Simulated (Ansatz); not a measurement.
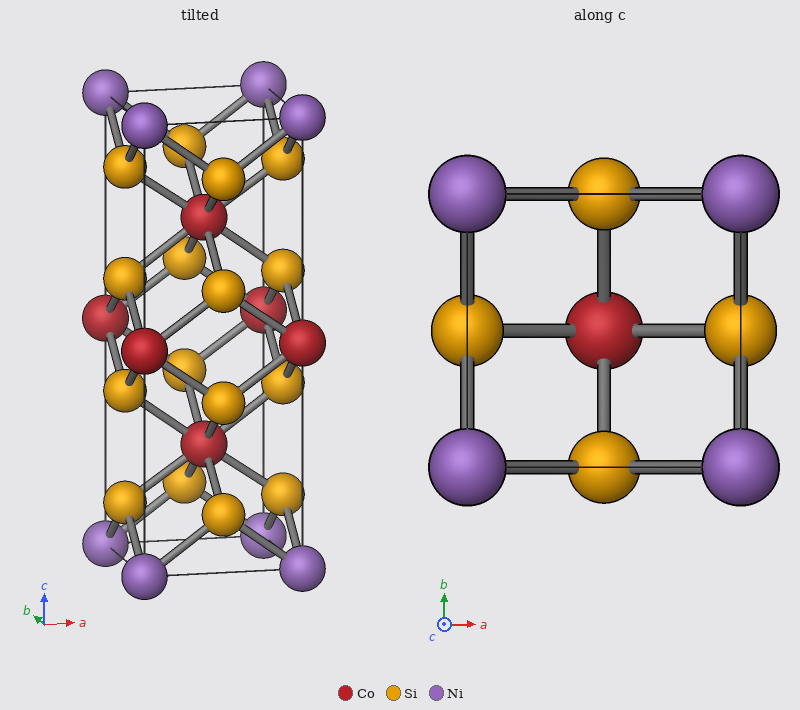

Shown here is a ball-and-stick view of the crystal, taken slightly off an axis and along the c axis. The parallelepiped is the conventional unit cell.

Co₃Si₈Ni, space group P4/mmm (No. 123), a = 3.795 Å, b = 3.795 Å, c = 10.757 Å, α = 90.00°, β = 90.00°, γ = 90.00°. The cell started as a structure type filled with these elements by a generator (whether the compound takes this form wasn't checked). Earlier steps of the study may have refined or changed the cell and positions. Ansatz was used for an electronic-structure calculation on it.

This one geometry was computed with Ansatz (DFT, plane waves, PAW) at three levels of theory: PBE, LDA and r2SCAN.

Which level gives the highest pressure at this volume, and what does that say about its equilibrium volume?

Highest: PBE (0.0 GPa), which points to the largest equilibrium volume. Lowest, with the smallest volume: LDA (-8.7 GPa). Levels within 0.5 GPa of each other can't be told apart.

How does the band gap change with the level of theory?

All levels give a metal.

Collect the results in a table.

| level | cutoff (eV) | k-mesh of the run's cell | gap (eV) | pressure (GPa) |
| --- | --- | --- | --- | --- |
| PBE | 420 | 10×10×4 | metal | 0.0 |
| LDA | 420 | 10×10×4 | metal | -8.7 |
| r2SCAN | 500 | 10×10×4 | metal | -4.8 |

Gaps are taken on the k-mesh or band path of each run.
